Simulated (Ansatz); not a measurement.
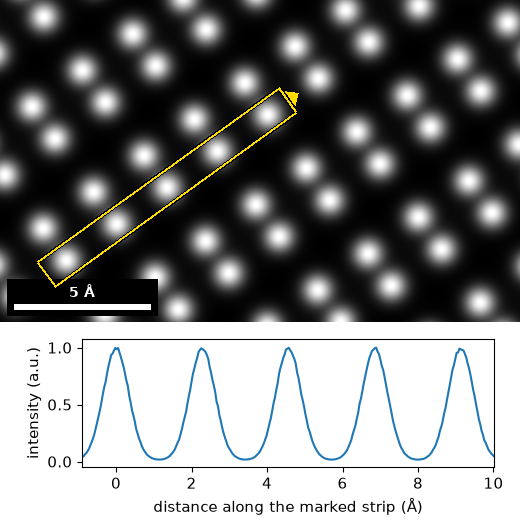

Z-contrast image of Ga (Cmce, No. 64) along [001]. Simulation: incoherent imaging, intensity Z^1.8 per atom, probe width 0.79 Å, thin sample. The probe carries 15 % of its weight in a tail 2.5 times as wide. The display is stretched by a gamma of 0.8; percentages refer to the linear signal. Model: coordinates from a relaxation with DFT PBE, scalar-relativistic, plane waves, PAW (Ansatz 0.2.0).

```cif
data_structure
_symmetry_space_group_name_H-M 'Cmce'
_symmetry_Int_Tables_number 64
_cell_length_a 4.5696
_cell_length_b 7.7400
_cell_length_c 4.5906
_cell_angle_alpha 90.000
_cell_angle_beta 90.000
_cell_angle_gamma 90.000
_cell_volume 162.36
loop_
_atom_site_label
_atom_site_type_symbol
_atom_site_symmetry_multiplicity
_atom_site_Wyckoff_symbol
_atom_site_fract_x
_atom_site_fract_y
_atom_site_fract_z
_atom_site_occupancy
Ga1 Ga 8 f 0.50000 0.15629 0.58235 1
```

The curve is the intensity along the marked strip, in the direction of its arrowhead, with zero distance at the first column. Brightness is counted from the darkest point of the image.

### List the columns that the line crosses, with their positions.

| position (Å) | atoms per repeat along the beam | height (% of the highest) |
| --- | --- | --- |
| 0.0 | 1 Ga | 100 |
| 2.3 | 1 Ga | 100 |
| 4.6 | 1 Ga | 100 |
| 6.9 | 1 Ga | 100 |
| 9.1 | 1 Ga | 100 |
